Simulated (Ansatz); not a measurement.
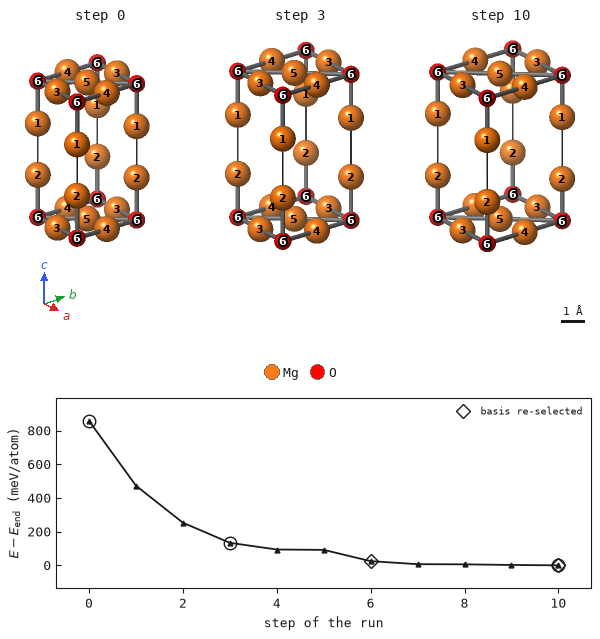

Frames of a relaxation of a crystal of Mg₅O (a generated structure, set up in P6/mmm) (coarse preliminary run), marked on the history of the run. Style: ball-and-stick. Shown: the cell of the calculation, slightly off an axis.

Computed with Ansatz 0.2.0, DFT PBE, scalar-relativistic, plane waves, PAW.

Input
```yaml
crystal:
  lattice:
    - [4.49038031, 0.0, 0.0]
    - [-2.24519016, 3.88878342, 0.0]
    - [0.0, 0.0, 6.31444562]
  atoms:
    - { symbol: Mg, position: [0.0, 0.0, 0.68868966] }
    - { symbol: Mg, position: [0.0, 0.0, 0.31131034] }
    - { symbol: Mg, position: [0.5, 0.0, 0.0] }
    - { symbol: Mg, position: [0.0, 0.5, 0.0] }
    - { symbol: Mg, position: [0.5, 0.5, 0.0] }
    - { symbol: O, position: [0.0, 0.0, 0.0] }
basis:
  ecutwfc: 420
kpoints:
  mp_grid: { grid: [6, 6, 4] }
hamiltonian:
  xc: pbe
scf:
  occupations: { method: gaussian, width: 0.1 }
  lower_state_search: "off"
output:
  forces: true
  stress: true
  eigenvalues: true
relax:
  adjacent_minimum: "off"
  f_tol: 0.04
  max_steps: 70
  cell: { stress_tol: 0.4 }
```

Launched with:
```bash
ansatz run input.yaml --threads 1 --pin off --max-ram 2560MiB --backend cpu --events-out ev --progress --plain --runs-dir out
```

What happens along the run?

After 8 accepted moves (10 points after the start) the energy has fallen by 858 meV per atom. Largest force component: 0.61 eV/Å at the start, 0.016 eV/Å at the end. The pressure goes from 29.82 to 0.03 GPa. The SCF was repeated twice at an unchanged geometry on a basis and grid sized afresh for the cell, which shifted the energy by 66.9 meV per atom at most. The largest moves relative to the cell, 0.16 Å, are those of Mg1 and Mg2. Mg1 goes along +c. O stays in place. The volume changes by +69.2 %, with a = b 4.490 → 5.655 Å (+25.9 %), c 6.314 → 6.736 Å (+6.7 %). Near-neighbour distances that change, for instance: Mg3–Mg4 2.245 → 2.827 Å, Mg3–O6 2.245 → 2.827 Å, Mg1–Mg2 2.383 → 2.866 Å, Mg1–O6 1.966 → 1.935 Å. The space group stays P6/mmm (No. 191). Cost: 55 s on 1 thread of Intel(R) Xeon(R) Platinum 8259CL CPU @ 2.50GHz (Skylake/Cascade Lake), with other jobs on the host, peak memory 0.5 GiB. From step 0 to 3: Mg atoms move most (0.09 Å), volume +40.8 %, energy −724 meV per atom. From step 3 to 10: Mg atoms move most (0.07 Å), volume +20.1 %, energy −134 meV per atom.
